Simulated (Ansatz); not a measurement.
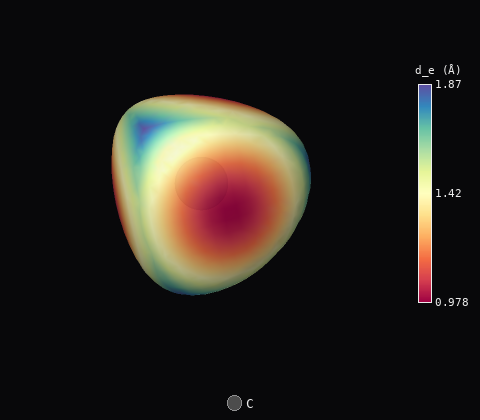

Hirshfeld surface computed for one C atom in SiC in space group P6_3mc, coloured by d_e.

The surface is where the fragment's share of the procrystal density (the sum of the densities of spherically averaged neutral Hartree-Fock atoms) equals one half. d_i and d_e are the distances from the surface to the nearest nucleus inside and outside.

The cell is taken from coordinates from a relaxation with DFT, PBE, PAW with Ansatz's default frozen-core files, scalar-relativistic in Ansatz; the starting structure was generated, so it need not be a known form of this composition.

```cif
data_structure
_symmetry_space_group_name_H-M 'P6_3mc'
_symmetry_Int_Tables_number 186
_cell_length_a 3.0920
_cell_length_b 3.0920
_cell_length_c 5.0743
_cell_angle_alpha 90.000
_cell_angle_beta 90.000
_cell_angle_gamma 120.000
_cell_volume 42.01
loop_
_atom_site_label
_atom_site_type_symbol
_atom_site_symmetry_multiplicity
_atom_site_Wyckoff_symbol
_atom_site_fract_x
_atom_site_fract_y
_atom_site_fract_z
_atom_site_occupancy
Si1 Si 2 b 0.33333 0.66667 0.00008 1
C1 C 2 b 0.33333 0.66667 0.37592 1
```

> What is the shortest distance from the fragment to an atom outside it?

C–Si, 1.89 Å.

> How is the surface shared among contacts (nearest atom inside ··· nearest atom outside)?

C···Si 100 %. The surface faces 4 neighbours with more than 2 % of its area each: 4 Si.

> Give the size and shape of the surface.

It encloses about 4.9 Å³, has an area of about 14 Å² and a globularity of 0.98 (1 for a sphere).
